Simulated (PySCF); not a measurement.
# C3H7F3GeO: the cost of one run

Programs: PySCF 2.14.0, with routines of our own; each step states its level. All values are computed. Atoms count from 0.

## 1. The system as given

15 atoms, charge 0, multiplicity 1; geometry from: GFN2-xTB.

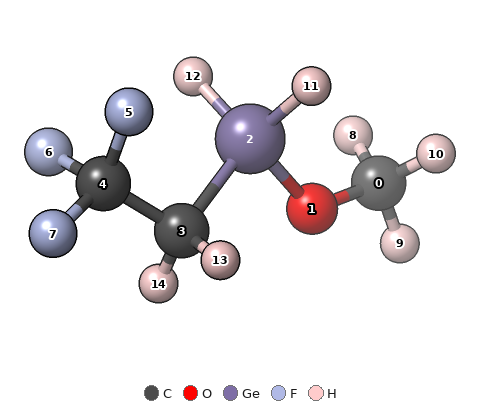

The starting geometry (carbon dark grey, oxygen red, germanium purple, fluorine light blue, hydrogen pink).

## 2. Magnetic properties: GIAO PBE/pcSseg-1

What the job is given:

```
{"job": {"kind": "mag", "xc": "PBE", "basis": "pcSseg-1", "isotopologues": 2}, "charge": 0, "multiplicity": 1}
C     -2.921485    -0.311074     0.030730
O     -1.553429    -0.441013    -0.295209
Ge    -0.212457     0.480011     0.364727
C      1.254285    -0.278402    -0.726090
C      2.511040     0.019377     0.016410
F      2.608672     1.334168     0.304579
F      2.554398    -0.616488     1.199953
F      3.635564    -0.308711    -0.633691
H     -3.097064    -0.458134     1.098376
H     -3.455589    -1.080011    -0.528430
H     -3.304489     0.670672    -0.254901
H     -0.411237     1.957161     0.117799
H     -0.075973     0.213480     1.842174
H      1.309363     0.182109    -1.711109
H      1.153985    -1.355156    -0.847229
```

Method: GIAO PBE/pcSseg-1 magnetisability, rotational g tensor and spin-rotation constants, non-relativistic, gas phase.

Run with:

```sh
$ OMP_NUM_THREADS=1 python excited_run.py task.json out
```

The driver reads the jobs from task.json and runs them one after another.

Q: Estimate the wall time and peak memory of this first job on 1 thread of Arm Neoverse V2, shared host.

About 36 s, with a peak of 0.72 GiB.
